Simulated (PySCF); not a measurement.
**C₃H₈O₂Si: density, localisation and related maps**

```xyz
14

C     3.2308   -0.4008   -0.2959
C     2.1642    0.2827    0.0808
O     0.9135   -0.1588   -0.1259
Si   -0.4942    0.5798    0.1639
O    -1.4890   -0.6105   -0.2664
C    -2.8780   -0.5716   -0.2597
H     4.2202   -0.0275   -0.1139
H     3.1343   -1.3480   -0.7949
H     2.2455    1.2402    0.5831
H    -0.6381    0.9418    1.5776
H    -0.6550    1.7761   -0.6683
H    -3.2473   -1.5610   -0.5310
H    -3.2490    0.1611   -0.9803
H    -3.2586   -0.3040    0.7289
```

Geometry: GFN2-xTB.

Theory: PBE0/def2-SVPD, SCF density, gas phase (PySCF).

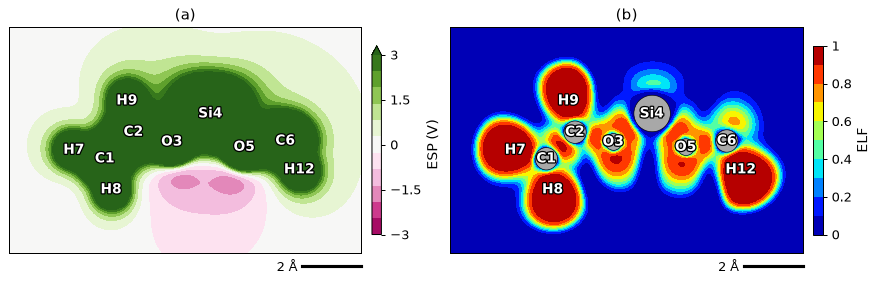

Figure 1. (a) molecular electrostatic potential; (b) ELF on the plane of atoms O3, Si4 and O5. Grey discs cover the atomic cores in the ELF map.

**Read the bonding off the picture.**

- The section cuts through C, O, Si and H sites.
- C–C (1.32 Å): the ELF peaks at about 0.95 between the atoms (a short, multiple covalent bond).
- C–O (1.34 Å): the ELF peaks at about 0.90 between the atoms: a polar covalent bond.
- Si–O (1.61 Å): the ELF peaks at about 0.85 between the atoms (a polar covalent bond).
- C–H (1.07 Å): the ELF climbs to about 1 towards the hydrogen, as it does in any bond to H: a covalent bond by its length.
- C–O (1.39 Å): the ELF peaks at about 0.90 between the atoms, as expected for a polar covalent bond.
- The ELF also peaks beside O5 and O3, away from the bonds: lone-pair regions.
- Outside the dense part of the molecule the potential is most negative (−1.7 V) near O5.

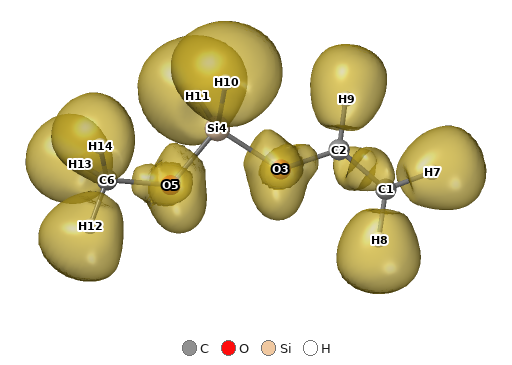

Figure 2. Isosurface of the electron localisation function at 0.75 (yellow), seen at a tilt. Only the valence region is drawn (cores and ρ < 0.01 e/Å³ removed).

**Identify the bonds, lone pairs and shells in this picture.**

The ELF exceeds this value in one region between bonded C–C atoms (shared pairs), eight regions around hydrogen nuclei and two regions on O in which the atom's valence shell and bonds are merged.

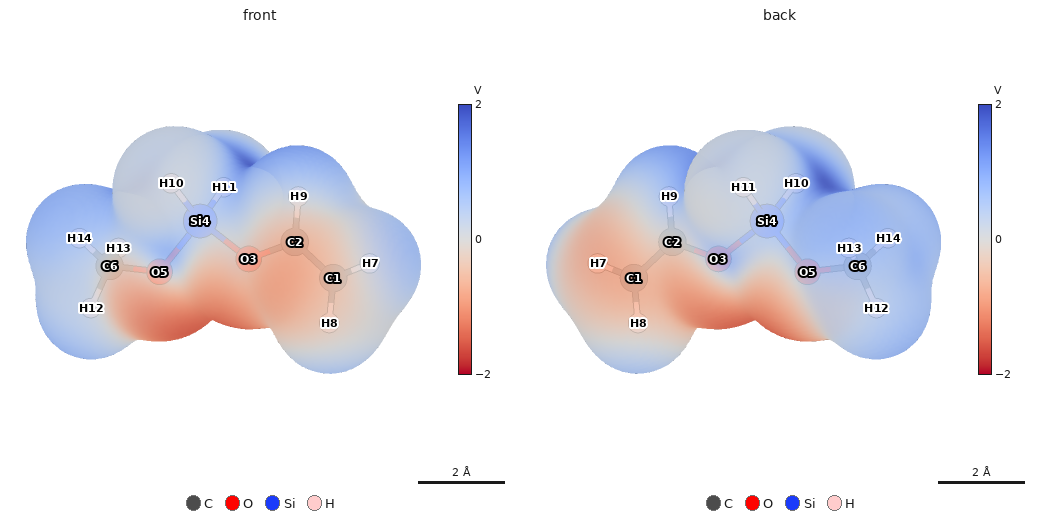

Figure 3. The electrostatic potential painted on the density surface at 0.002 e/bohr³, seen from the front and from behind; the colour scale runs from red (negative) to blue (positive).

**Where is the surface potential most negative and most positive?**

The most negative region (about −1.4 V, or −32 kcal/mol for a unit charge) lies over O3 and O5, the most positive (about +1.7 V, or +39 kcal/mol for a unit charge) over Si4.

**How polar is the molecule by this calculation?**

Its dipole moment is 1.89 D.
